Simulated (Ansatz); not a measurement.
# CH2FP (SMILES [H]/P=C/F): methods side by side

CH2FP has 5 atoms, charge 0, and is taken as a singlet. As SMILES, `[H]/P=C/F`. The coordinates come from a GFN2-xTB relaxation.

```xyz
5

F    -0.4582   -1.5441    0.7059
C    -0.2810   -0.3669    0.0905
P     1.1581    0.4689    0.2459
H    -1.1595   -0.0862   -0.4760
H     0.7407    1.5283   -0.5663
```

Each level gives the energy change with the C2–H4 bond stretched from 1.082 to 1.353 Å (eV). The values are calculated.

```csv
level,kind,program,value (eV),less FCI/STO-3G,CPU time (all runs)
HF/STO-3G (restricted),Hartree–Fock,Ansatz,1.01,+0.37,0.24 s
PBE/STO-3G (restricted),GGA,Ansatz,0.60,-0.04,2.2 s
revPBE/STO-3G (restricted),GGA,Ansatz,0.58,-0.06,2.3 s
r2SCAN/STO-3G (restricted),meta-GGA,Ansatz,0.69,+0.05,5.4 s
PBE0/STO-3G (restricted),global hybrid,Ansatz,0.75,+0.11,2.2 s
HSE06/STO-3G (restricted),range-separated hybrid,Ansatz,0.75,+0.11,2.8 s
wB97M-V/STO-3G (restricted),range-separated hybrid,Ansatz,0.75,+0.11,39 s
B2PLYP/STO-3G (restricted),double hybrid,Ansatz,0.73,+0.09,3.3 s
CCSDT(Q)/STO-3G (restricted),coupled cluster or CI,Ansatz,0.64,0.00,0.94 s
FCI/STO-3G,exact in the basis,Ansatz,0.64,0.00,43 s
```

FCI/STO-3G is exact within its basis and frozen core, so for wave-function methods in that basis the difference is their error; functionals converge differently with the basis, so for them it is only a difference. The first shape isn't each level's own minimum. The values span 0.58 to 1.01 eV. All rows use very small basis sets, so even the best lies far from the true value. Times are those of the runs behind each value, whatever else they computed, on shared processors of several kinds: orders of magnitude only.

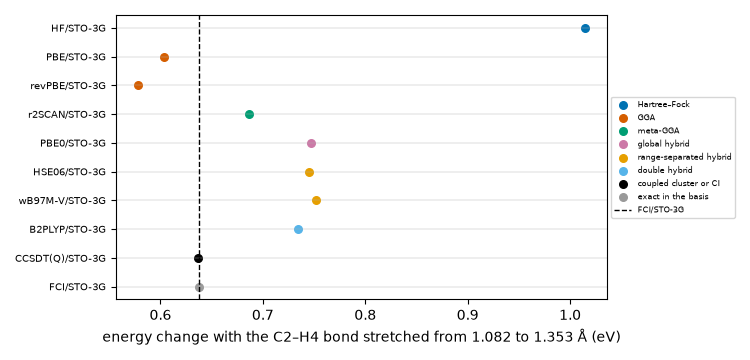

The values of the table, level by level.
